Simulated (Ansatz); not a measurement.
# CdInI3 (model cell, started as cubic perovskite with Cd in the octahedra): following an unstable mode, part 2 of 3

Wanted: the energy along a soft mode of CdInI3 (model cell, started as cubic perovskite with Cd in the octahedra) and the structure at the end.

Ansatz 0.2.0; DFT PBEsol, scalar-relativistic, plane waves, PAW; PAW set soft_1.

So far, highest frequency on the path or at a solved wavevector (cm⁻¹): step 2 (response at finite wavevector) 151. Also lowest frequency on the path (cm⁻¹): step 2 -51.0.

The structure was built from a prototype and need not be the compound's stable phase.

### 4. The mode frozen in, largest atomic shift 0.6 Å

The atoms are moved along the unstable eigenvector, the largest shift by 0.6 Å, with the cell fixed.

File input.yaml:

```yaml
crystal:
  lattice:
    - [5.777575321, 5.777575321, 0.0]
    - [5.777575321, 0.0, 5.777575321]
    - [5.777575321, 0.0, -5.777575321]
  atoms:
    - { symbol: In, position: [-0.1038497928, 0.5519248964, 0.5519248964] }
    - { symbol: In, position: [0.1038497928, -0.0519248964, 0.9480751036] }
    - { symbol: Cd, position: [0.5, 0.25, 0.75] }
    - { symbol: Cd, position: [0.5, 0.75, 0.25] }
    - { symbol: I, position: [0.5, 0.5142603247, 0.5142603247] }
    - { symbol: I, position: [0.5, -0.0142603247, -0.0142603247] }
    - { symbol: I, position: [0.0, 0.5, 0.0] }
    - { symbol: I, position: [0.0, 0.0, 0.5] }
    - { symbol: I, position: [0.5, 0.5142603247, -0.0142603247] }
    - { symbol: I, position: [0.5, -0.0142603247, 0.5142603247] }
kpoints:
  mp_grid: { grid: [6, 6, 6] }
hamiltonian:
  xc: pbesol
  pseudopotentials: { kind: paw, azcp: { folder: soft_1 }, xc_functional: pbe }
scf:
  occupations: { method: methfessel_paxton, width: 0.2 }
output:
  forces: true
  stress: true
  eigenvalues: true
```

Launch:

```console
> ansatz run input.yaml --threads 4 --pin off --max-ram 16384MiB --backend cpu --events-out ev --progress --plain --runs-dir out
```

Numbers of over 12 decimals in the logs are rounded to 6 here.

The program printed:

```text
[...]
Crystal: 10 atoms, lattice volume = 385.715 Å³
Basis set: ecut = 420 eV, 7631 PW (Γ), exchange–correlation on 120×120×120 points (8 copies of the dense FFT grid, shifted against one another)
Bands: 101, of which v1, the nominal top of the filled ones, is band 84 counted from 1 (83 counted from 0)
Symmetry: 16 space group operations
[...]
k-points: 30 of 216
[...]
k-point 0: bands = [... 80 lower, 5.2669, 5.2738, 5.2739, 5.3590, 5.3590, 9.3141, 9.3398, 9.3398, ... 9 higher]
  k-point 1: bands = [... 80 lower, 4.9834, 5.2191, 5.2847, 5.2935, 5.8494, 9.0988, 9.1302, 9.2750, ... 9 higher]
  k-point 2: bands = [... 80 lower, 4.9192, 5.0871, 5.1468, 5.1507, 6.7288, 8.3951, 8.5113, 8.6857, ... 9 higher]
  k-point 29: bands = [... 80 lower, 4.4806, 4.7933, 5.2569, 5.2574, 7.7252, 8.3390, 8.5397, 9.1062, ... 9 higher]
[key lines of the parts left out:]
SCF converged after 10 iterations
Free energy (F): -72017.242735 eV
Fermi energy:    5.399928 eV
P = ⅓ Tr σ = 0.4656 GPa (4.656 kbar)
```

The job ended after 21 s (4 threads of Arm Neoverse V1, shared host; peak memory 1.5 GiB).

Numbers from this step:

| Item | Value |
| --- | --- |
| pressure | 0.4656 GPa |
| energy from the undistorted cell | -28.64 meV/atom |

The energy, extrapolated to zero smearing, is -28.64 meV/atom against the undistorted cell.

The run ends at a pressure of 0.47 GPa, with forces up to 0.25 eV/Å.

### 5. Energy along the mode, all amplitudes (two of the runs are shown above)

An imaginary frequency means negative curvature, so the energy should fall and then rise again as anharmonic terms take over.

Numbers from this step:

- depth at the lowest point sampled: 28.64 meV/atom
- largest atomic shift at that point: 0.6 Å

Table of energy from the parent by largest atomic shift:

| largest atomic shift (Å) | energy from the parent (meV/atom) |
| --- | --- |
| 0.000 | 0 |
| 0.040 | -0.186 |
| 0.080 | -0.743 |
| 0.140 | -2.25 |
| 0.220 | -5.40 |
| 0.320 | -10.8 |
| 0.450 | -19.4 |
| 0.600 | -28.6 |

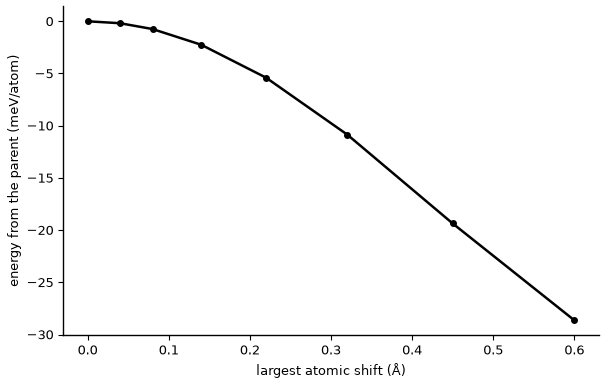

Energy from the parent, plotted against largest atomic shift.

Displacement at unit largest shift by atom:

| atom | x (Å) | y (Å) | z (Å) | size |
| --- | --- | --- | --- | --- |
| In1 | 0.00 | -1.00 | 0.00 | 1.00 |
| In2 | 0.00 | 1.00 | 0.00 | 1.00 |
| Cd3 | 0.00 | 0.00 | 0.00 | 0.00 |
| Cd4 | 0.00 | 0.00 | 0.00 | 0.00 |
| I5 | 0.28 | 0.00 | 0.00 | 0.28 |
| I6 | -0.28 | 0.00 | 0.00 | 0.28 |
| I7 | 0.00 | 0.00 | 0.00 | 0.00 |
| I8 | 0.00 | 0.00 | 0.00 | 0.00 |
| I9 | 0.00 | 0.00 | 0.28 | 0.28 |
| I10 | 0.00 | 0.00 | -0.28 | 0.28 |

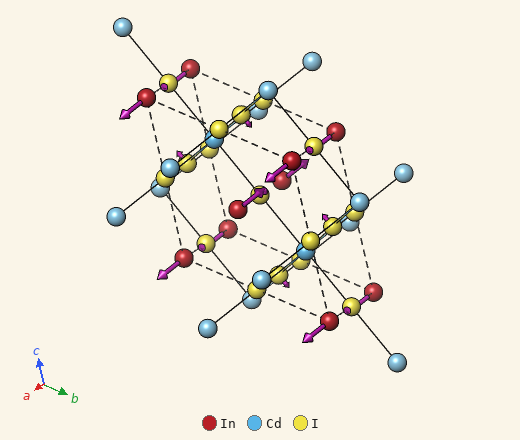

Displacement at unit largest shift as arrows, the longest 1 Å. Some periodic images of atoms are drawn too.

The lowest of the steps tried is the last one, at 0.6 Å, 28.6 meV/atom below the parent; the bottom of the well need not coincide with a step.

### 6. Relaxing from the distorted cell

Starting from the lowest point found, all atoms and the cell are let go, so that strain and other modes of the same symmetry can join in.

input.yaml, as its differences from that of step 4:

```diff
@@ -27 +27,6 @@
   eigenvalues: true
+relax:
+  adjacent_minimum: "off"
+  f_tol: 0.002
+  max_steps: 120
+  cell: { stress_tol: 0.03 }
```

The program printed:

```text
[...]
Crystal: 10 atoms, lattice volume = 385.715 Å³
Basis set: ecut = 420 eV, 7631 PW (Γ), exchange–correlation on 120×120×120 points (8 copies of the dense FFT grid, shifted against one another)
Bands: 101, of which v1, the nominal top of the filled ones, is band 84 counted from 1 (83 counted from 0)
Symmetry: 16 space group operations
[...]
k-points: 30 of 216
[...]
SCF iter   1: F=—  HF=-72021.601666 eV  |F-HF|=—  |Δ(HF+E_count)|=         —  Δρ=4.56e-2  dr2=1.19e1  ethr=3.10e-3  ⟨swp⟩=8.9  Hψ=13291  notcnv=0
[...]
SCF iter  10: F=-72017.242735 eV  HF=-72017.242735 eV  |F-HF|=1.02e-8  |Δ(HF+E_count)|=   1.75e-7  S|Δr|=    0.00e0  Δρ=1.30e-6  dr2=1.11e-8  ethr=5.95e-11  ⟨swp⟩=14.8  Hψ=15876  notcnv=0
SCF 1 converged in 10 iterations: F = -72017.242735 eV  dr2 = 1.11e-8
[...]
relax step   1: F+E_penalty+E_count = -72017.24273505 eV  Δ(F+E_penalty+E_count) = +0.000e0 eV  max|allowed force component| = 2.525e-1 eV/Å  Δτ_max = 0.0000 Å  P = +0.466 GPa  Ω = 385.715 Å³  (10 SCF iters, dr2 threshold 1.00e-7 eV, accepted)
Crystal: 10 atoms, lattice volume = 394.862 Å³
Basis set: ecut = 420 eV, 7751 PW (Γ), exchange–correlation on 120×120×120 points (8 copies of the dense FFT grid, shifted against one another)
[...]
SCF iter   7: F=-72017.312238 eV  HF=-72017.312238 eV  |F-HF|=8.61e-8  |Δ(HF+E_count)|=   6.91e-8  S|Δr|=    0.00e0  Δρ=7.52e-6  dr2=1.93e-7  ethr=5.95e-10  ⟨swp⟩=5.0  Hψ=10014  notcnv=0
SCF 2 converged in 7 iterations: F = -72017.312238 eV  dr2 = 1.93e-7
relax step   2: F+E_penalty+E_count = -72017.31223841 eV  Δ(F+E_penalty+E_count) = -6.950e-2 eV  max|allowed force component| = 1.760e-1 eV/Å  Δτ_max = 0.1623 Å  P = -0.017 GPa  Ω = 394.862 Å³  energy of the carried Pulay correction = -9.654e-4 eV  (7 SCF iters, dr2 threshold 1.00e-6 eV, accepted)
Crystal: 10 atoms, lattice volume = 399.112 Å³
Basis set: ecut = 420 eV, 7799 PW (Γ), exchange–correlation on 120×120×120 points (8 copies of the dense FFT grid, shifted against one another)
[...]
SCF iter   7: F=-72017.331897 eV  HF=-72017.331897 eV  |F-HF|=1.28e-7  |Δ(HF+E_count)|=   3.77e-7  S|Δr|=    0.00e0  Δρ=5.05e-6  dr2=1.66e-7  ethr=5.95e-10  ⟨swp⟩=12.9  Hψ=14525  notcnv=0
SCF 3 converged in 7 iterations: F = -72017.331897 eV  dr2 = 1.66e-7
relax step   3: F+E_penalty+E_count = -72017.33189651 eV  Δ(F+E_penalty+E_count) = -1.966e-2 eV  max|allowed force component| = 1.450e-1 eV/Å  Δτ_max = 0.1955 Å  P = +0.245 GPa  Ω = 399.112 Å³  energy of the carried Pulay correction = -1.401e-3 eV  (7 SCF iters, dr2 threshold 1.00e-6 eV, accepted)
[...]
relax step   4: F+E_penalty+E_count = -72017.34472357 eV  Δ(F+E_penalty+E_count) = -1.283e-2 eV  max|allowed force component| = 3.272e-2 eV/Å  Δτ_max = 0.0826 Å  P = -0.031 GPa  Ω = 399.601 Å³  energy of the carried Pulay correction = -1.451e-3 eV  (6 SCF iters, dr2 threshold 1.00e-6 eV, accepted)
[...]
relax step   5: F+E_penalty+E_count = -72017.34556608 eV  Δ(F+E_penalty+E_count) = -8.425e-4 eV  max|allowed force component| = 1.298e-4 eV/Å  Δτ_max = 0.0176 Å  P = +0.001 GPa  Ω = 399.907 Å³  energy of the carried Pulay correction = -1.482e-3 eV  (6 SCF iters, dr2 threshold 6.69e-8 eV, accepted)
[...]
SCF iter   8: F=-72017.346984 eV  HF=-72017.346984 eV  |F-HF|=0.00e0  |Δ(HF+E_count)|=  1.46e-10  S|Δr|=    0.00e0  Δρ=3.60e-8  dr2=6.88e-12  ethr=1.00e-12  ⟨swp⟩=9.3  Hψ=13092  notcnv=0
SCF 6 converged in 8 iterations: F = -72017.346984 eV  dr2 = 6.88e-12
[...]
relax step   6: F+E_penalty+E_count = -72017.34698400 eV  Δ(F+E_penalty+E_count) = -1.418e-3 eV  max|allowed force component| = 1.609e-4 eV/Å  Δτ_max = 0.0000 Å  P = -0.001 GPa  Ω = 399.907 Å³  stress off target by 2.70e-2 GPa  SCF on the basis re-selected at this cell (its energy is not comparable with the rows above)  (8 SCF iters)
basis re-selected at this cell: Δ(F+E_penalty+E_count) = -1.418e-3 eV, ΔP = -0.002 GPa vs the last step (what re-selecting the basis moved, of the pressure what is left beyond the Pulay correction that the steps carried, after the strain that the cell walked since its last selection, with what the two solves' SCF thresholds leave and, on support functions, any second-order correction that the steps lacked; it is no m [...]
SCF converged after 8 iterations
[...]
Free energy (F): -72017.346984 eV
[...]
Internal energy: -72017.375976 eV  (E = F + TS)
E sigma→0 (E₀):  -72017.354232 eV
Entropy (-TS):   0.028992 eV (2.899 meV/atom)
Fermi energy:    4.921011 eV
[...]
--- Forces (eV/Å), atoms counted from 1 ---
  atom   1  In     0.00000000    -0.00016089     0.00000000
  atom   2  In     0.00000000     0.00016089     0.00000000
  atom   3  Cd    -0.00000000     0.00000000    -0.00000000
  atom   4  Cd    -0.00000000     0.00000000     0.00000000
  atom   5  I     -0.00010807     0.00000000     0.00000000
  atom   6  I      0.00010807     0.00000000     0.00000000
  atom   7  I      0.00000000     0.00000000     0.00000000
  atom   8  I      0.00000000     0.00000000    -0.00000000
  atom   9  I      0.00000000     0.00000000    -0.00010807
  atom  10  I      0.00000000     0.00000000     0.00010807
  max |Σ_I F_I| component: 8.13e-20 eV/Å
--- Stress (GPa, compression-positive) ---
        0.012174       0.000000       0.000000
        0.000000      -0.027050       0.000000
        0.000000       0.000000       0.012174
  P = ⅓ Tr σ = -0.0009 GPa (-0.009 kbar)
--- Band table (eV; the first three rows and the last of 30) ---
  k-point 0: bands = [... 80 lower, 4.6267, 4.6706, 4.7610, 4.8913, 4.8913, 8.3487, 8.7985, 8.7985, ... 13 higher]
  k-point 1: bands = [... 80 lower, 4.5280, 4.5929, 4.8149, 4.8253, 5.3028, 8.3103, 8.6190, 8.8990, ... 13 higher]
  k-point 2: bands = [... 80 lower, 4.4817, 4.5827, 4.6856, 4.7067, 6.1617, 7.8755, 8.1617, 8.3271, ... 13 higher]
  k-point 29: bands = [... 80 lower, 4.2408, 4.4707, 4.6188, 4.6563, 7.2896, 7.8481, 8.3119, 8.8500, ... 13 higher]
--- Relaxed structure (5 steps of the walk, 5 accepted, 1 SCFs on fresh bases) ---
  F+E_penalty+E_count = -72017.34698400 eV   max|allowed force component| = 1.609e-4 eV/Å   (the final SCF, on the basis selected at the relaxed cell)
  cell:  # Å, volume = 399.9072 Å³
    - [5.847600, 5.847550, 0]
    - [5.847600, 0, 5.847600]
    - [5.847600, 0, -5.847600]
  atoms:
    - { symbol: In, position: [-0.154529, 0.577265, 0.577265] }
    - { symbol: In, position: [0.154529, -0.077265, 0.922735] }
    - { symbol: Cd, position: [0.5, 0.250000, 0.750000] }
    - { symbol: Cd, position: [0.5, 0.750000, 0.250000] }
    - { symbol: I, position: [0.5, 0.512767, 0.512767] }
    - { symbol: I, position: [0.5, -0.012767, -0.012767] }
    - { symbol: I, position: [0.0, 0.5, 0.0] }
    - { symbol: I, position: [0.0, 0.0, 0.5] }
    - { symbol: I, position: [0.5, 0.512767, -0.012767] }
    - { symbol: I, position: [0.5, -0.012767, 0.512767] }
```

Elapsed: 2.3 min, on 4 threads; peak memory 1.6 GiB.

Relaxation path:

| step | energy less that of the first step (eV) | largest force component (eV/Å) | pressure (GPa) | volume (Å³) |
| --- | --- | --- | --- | --- |
| 1 | 0.0000 | 0.2525 | 0.47 | 385.72 |
| 2 | -0.0695 | 0.1760 | -0.02 | 394.86 |
| 3 | -0.0892 | 0.1450 | 0.24 | 399.11 |
| 4 | -0.1020 | 0.0327 | -0.03 | 399.60 |
| 5 | -0.1028 | 0.0001 | 0.00 | 399.91 |
| 6* | -0.1042 | 0.0002 | 0.00 | 399.91 |

Relaxation steps marked * repeat the geometry before them on a plane-wave basis chosen anew for their cell, so energy and pressure can jump there.

Forces are held to the 16 operations that the run works with; a distortion that breaks them can't arise in this run.

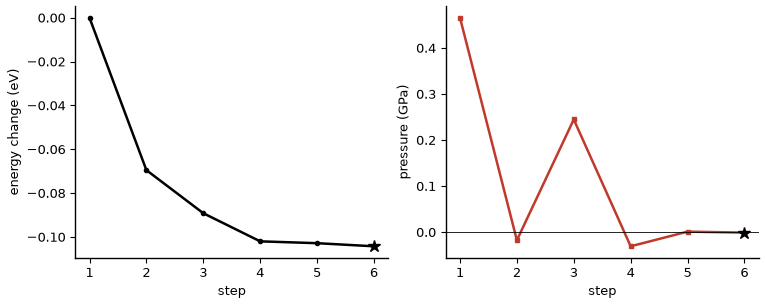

Energy and pressure along the relaxation. Stars mark steps on a basis chosen anew.

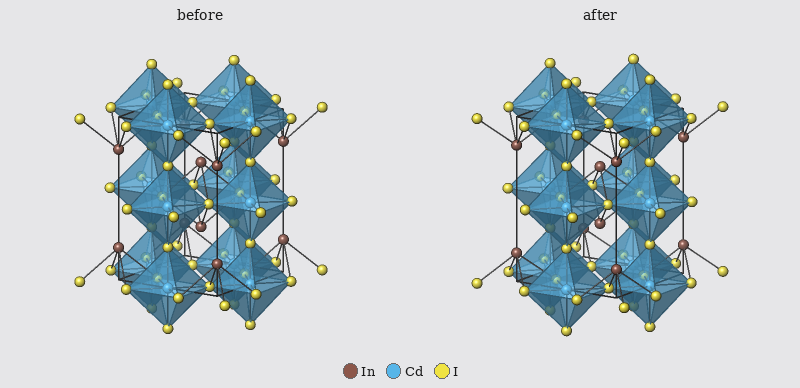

Before and after, at one scale.

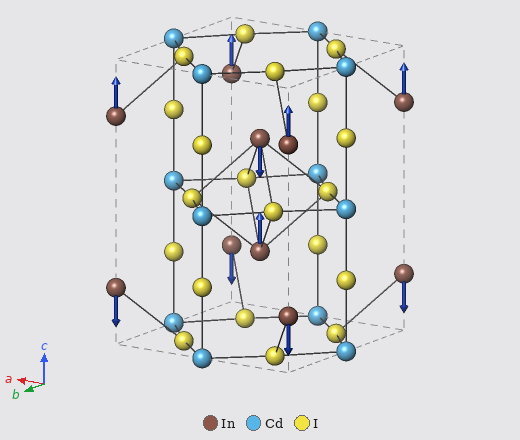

Displacements in the relaxation, exaggerated, measured against the changing cell; the longest in the cell stands for 0.30 Å. Some periodic images of atoms are drawn too.

| conventional cell, symmetrised | before | after | change |
| --- | --- | --- | --- |
| a (Å) | 8.171 | 8.270 | +1.2 % |
| b (Å) | 8.171 | 8.270 | +1.2 % |
| c (Å) | 11.555 | 11.695 | +1.2 % |
| volume (Å³/atom) | 38.57 | 39.99 | +3.7 % |

The atoms that moved most (Å, as changes of fractional coordinates times the final cell):

| atom | dx | dy | dz | length |
| --- | --- | --- | --- | --- |
| In2 | 0.000 | 0.296 | 0.000 | 0.296 |
| In1 | 0.000 | -0.296 | 0.000 | 0.296 |
| I6 | 0.017 | 0.000 | 0.000 | 0.017 |
| I5 | -0.017 | 0.000 | 0.000 | 0.017 |
| I10 | 0.000 | 0.000 | 0.017 | 0.017 |
| I9 | 0.000 | 0.000 | -0.017 | 0.017 |

The relaxed structure:

```cif
data_structure
_symmetry_space_group_name_H-M 'P 1'
_symmetry_Int_Tables_number 1
_cell_length_a 8.2697
_cell_length_b 8.2698
_cell_length_c 8.2698
_cell_angle_alpha 90.000
_cell_angle_beta 60.000
_cell_angle_gamma 60.000
_cell_volume 399.91
loop_
_atom_site_label
_atom_site_type_symbol
_atom_site_fract_x
_atom_site_fract_y
_atom_site_fract_z
_atom_site_occupancy
In1 In 0.84547 0.57726 0.57726 1
In2 In 0.15453 0.92274 0.92274 1
Cd3 Cd 0.50000 0.25000 0.75000 1
Cd4 Cd 0.50000 0.75000 0.25000 1
I5 I 0.50000 0.51277 0.51277 1
I6 I 0.50000 0.98723 0.98723 1
I7 I 0.00000 0.50000 0.00000 1
I8 I 0.00000 0.00000 0.50000 1
I9 I 0.50000 0.51277 0.98723 1
I10 I 0.50000 0.98723 0.51277 1
```

Numbers from this step:

```yaml
pressure: -9.01e-4 GPa
volume_per_atom: 39.99 Å³
```

The distorted start has space group I4/mmm; the relaxation ends in I4/mmm.

### 7. The new phase in its own primitive cell

The relaxed structure is symmetrised, reduced to its primitive cell and relaxed tightly, as its phonons need.

input.yaml, the sections that differ from step 6:

```yaml
crystal:
  lattice:
    - [-4.1348774998, 4.1348774998, 5.8475496783]
    - [4.1348774998, -4.1348774998, 5.8475496783]
    - [4.1348774998, 4.1348774998, -5.8475496783]
  atoms:
    - { symbol: In, position: [0.1727354595, 0.1727354595, 0.0] }
    - { symbol: In, position: [0.8272645405, 0.8272645405, 0.0] }
    - { symbol: Cd, position: [0.5, 0.0, 0.5] }
    - { symbol: Cd, position: [0.0, 0.5, 0.5] }
    - { symbol: I, position: [0.7627670817, 0.2372329183, 0.0] }
    - { symbol: I, position: [0.2372329183, 0.7627670817, 0.0] }
    - { symbol: I, position: [0.25, 0.75, 0.5] }
    - { symbol: I, position: [0.75, 0.25, 0.5] }
    - { symbol: I, position: [0.7627670817, 0.7627670817, 0.5255341634] }
    - { symbol: I, position: [0.2372329183, 0.2372329183, 0.4744658366] }
relax:
  adjacent_minimum: "off"
  f_tol: 0.001
  max_steps: 60
  cell: { stress_tol: 0.01 }
# kpoints, hamiltonian, scf, output: as in step 6
```

The program printed:

```text
[...]
Crystal: 10 atoms, lattice volume = 399.907 Å³
Basis set: ecut = 420 eV, 7799 PW (Γ), exchange–correlation on 120×120×120 points (8 copies of the dense FFT grid, shifted against one another)
Bands: 101, of which v1, the nominal top of the filled ones, is band 84 counted from 1 (83 counted from 0)
Symmetry: 16 space group operations
[...]
k-points: 30 of 216
[...]
- { symbol: In, position: [0.827189, 0.827189, 0] }
    - { symbol: Cd, position: [0.5, 0, 0.5] }
    - { symbol: Cd, position: [0, 0.5, 0.5] }
    - { symbol: I, position: [0.762822, 0.237178, 0.0] }
    - { symbol: I, position: [0.237178, 0.762822, 0.0] }
    - { symbol: I, position: [0.25, 0.75, 0.5] }
    - { symbol: I, position: [0.75, 0.25, 0.5] }
    - { symbol: I, position: [0.762822, 0.762822, 0.525645] }
    - { symbol: I, position: [0.237178, 0.237178, 0.474355] }
[key lines of the parts left out:]
SCF converged after 6 iterations
Free energy (F): -72017.347015 eV
Fermi energy:    4.921749 eV
P = ⅓ Tr σ = -0.0011 GPa (-0.011 kbar)
```

Run time: 89 s. Hardware: 4 threads; peak memory 1.6 GiB; 5.9 min of CPU time.

Little changed from the start: no atom moved by 0.005 Å and no cell edge by 0.1 %.

This step gave:

- pressure: -0.001061 GPa

The largest force component left is 0.63 meV/Å and the pressure is -0.001 GPa, within the tolerances set. The cell now holds 39.99 Å³/atom.

(Continued in part 3 of 3.)

[Logs are printed without paths, hosts, clocks, repeated set-up lines and the standing remarks that a program may print on its own settings, such as how far it seeks lower states.]

[Hosts, paths, dates, database ids (printed as entryN), source tags and the programs' standing remarks are cut or masked in the printed files.]
